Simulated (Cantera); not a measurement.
Feed: 1 mol Al, 0.7 mol HI, equilibrated at 10000 Pa.

These are equilibrium values from Cantera (NASA tables, ideal gas, pure condensed phases), not measurements of a reactor. Candidate condensed phases: Al, AlI3, I2; 11 gas species. Kinetics and transport are ignored.

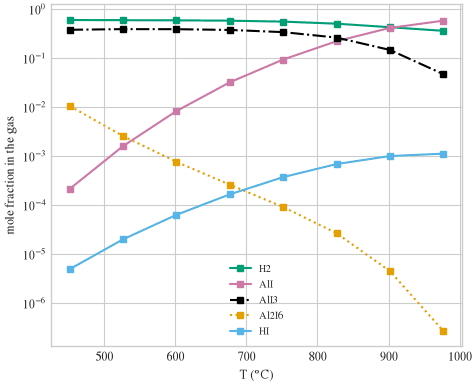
Fig. 1. Equilibrium gas composition (values under 1e-9 drawn at 1e-9)

From 452 °C to 602 °C the condensed part is Al(s). From 677 °C to 977 °C the condensed part is Al(l). The main Al-bearing gas is AlI3 at 452 °C and AlI at 977 °C. The share of Al in condensed phases is highest at 452 °C (76.7 %) and lowest at 977 °C (39.3 %).
